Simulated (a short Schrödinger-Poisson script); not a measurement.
System: symmetric double-gate stack, Si3N4 on p-type In0.53Ga0.47As, at 400 K.

```csv
layer,material,thickness (nm),Na (cm⁻³)
1,Si3N4,2.7,-
2,In0.53Ga0.47As,15,3e17
3,Si3N4,2.7,-
```

The device is made up for the run: typed textbook-type constants, with dimensions and the other settings drawn at random. Si3N4: permittivity 7.5, conduction-band edge (eV) 2.41, gap (eV) 5.1, electron mass (mₑ) 0.5. In0.53Ga0.47As: permittivity 13.9, conduction-band edge (eV) 0, gap (eV) 0.74, Nv at 300 K (cm⁻³) 7.7e18.

Channel valleys (confinement mass, in-plane density-of-states mass, number): Γ 0.041, 0.041, 1. At the gates, both at one voltage, the conduction-band edge of layer 1 lies 2.61 eV − eVg above the Fermi level of the channel. Gaps are held at their typed values at every temperature. Mesh 0.03 nm at interfaces.

From a short Schrödinger-Poisson script (our own, NumPy): 1D Poisson equation in equilibrium, electrons quantum, Hartree (BenDaniel-Duke, 12 states a valley, the channel's in-plane mass for all, wave functions free to enter the dielectric), parabolic valleys, classical holes, full ionisation, no traps, pinning or gate leakage.

Only gate voltages with over 1e8 electrons/cm² are shown.

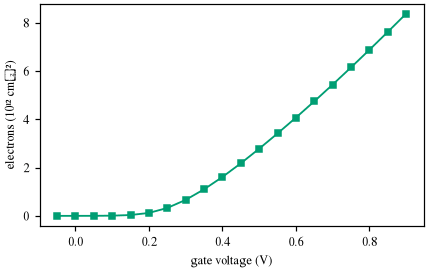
Sheet density against gate voltage

```csv
Vg (V),electrons (cm⁻²),C (μF/cm²),Γ E0 (meV),Γ E1 (meV)
-0.05,1.14e8,< 0.003,298.4,374.8
0,4.86e8,< 0.003,248.4,324.8
0.05,2.07e9,0.00971,198.5,274.9
0.1,8.68e9,0.0401,148.8,225.2
0.15,3.49e10,0.152,100.3,176.5
0.2,1.22e11,0.448,55.1,130.8
0.25,3.27e11,0.881,16.4,90.7
0.3,6.62e11,1.26,-15.5,56.9
0.35,1.10e12,1.53,-42.3,27.7
0.4,1.61e12,1.74,-65.7,1.7
0.45,2.18e12,1.88,-86.7,-22.0
0.5,2.78e12,1.99,-106.3,-44.1
0.55,3.41e12,2.07,-124.8,-65.3
0.6,4.07e12,2.13,-142.7,-85.6
0.65,4.74e12,2.19,-159.9,-105.3
0.7,5.44e12,2.25,-176.6,-124.4
0.75,6.15e12,2.31,-192.7,-142.9
0.8,6.88e12,2.36,-208.3,-160.8
0.85,7.62e12,2.40,-223.6,-178.3
0.9,8.37e12,2.43,-238.5,-195.5
```

Subbands count from the Fermi level. The capacitance is that of both gates.

Above a few 1e12 electrons/cm² a light Γ valley is non-parabolic and upper valleys begin to fill, which the model leaves out.
